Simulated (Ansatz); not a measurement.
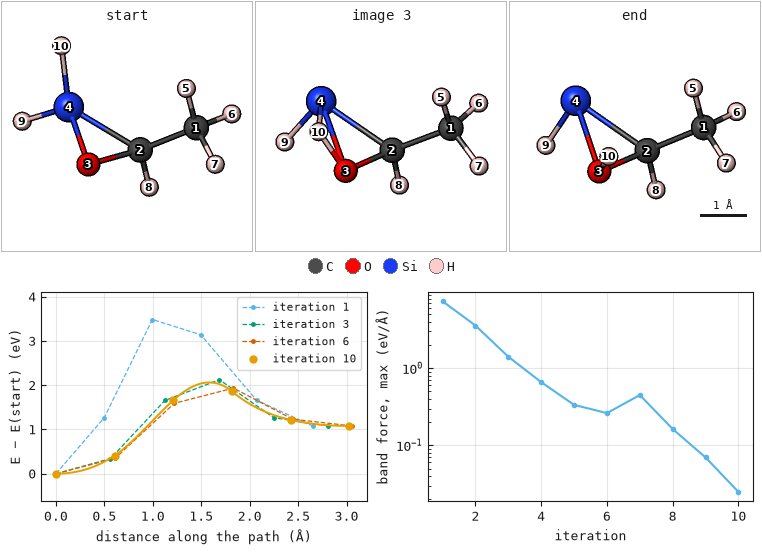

A search for the minimum-energy path of C$_{2}$H$_{6}$OSi by the nudged elastic band. Images are numbered from 0 (start) to 5 (end). The plot follows the band through its iterations. Style: ball-and-stick. Shown from a free direction.

The calculation used Ansatz 0.2.0, RKS B3LYP-D4/def2-SVP. Set-up: 4 movable images; no climbing image; force threshold 0.05 eV/Å; iteration limit 60; starting path through a guess of the saddle point.

Did the band converge, and can the barrier be trusted?

The run is converged, with reservations. The band converged in 10 iterations. The largest component of the band force went from 7.4 to 0.025 eV/Å. No image climbed, so the highest image needn't lie on the saddle point, and the true maximum along this path can be higher. The first iteration put the highest image at 3.49 eV. Forward barrier 1.86 eV, backward barrier 0.78 eV, with image 3 at the top; the reaction energy is +1.08 eV.

The run took 64 s on 2 threads of Intel(R) Xeon(R) CPU @ 2.60GHz (Ice Lake), with other jobs on the host, peak memory 0.19 GiB.
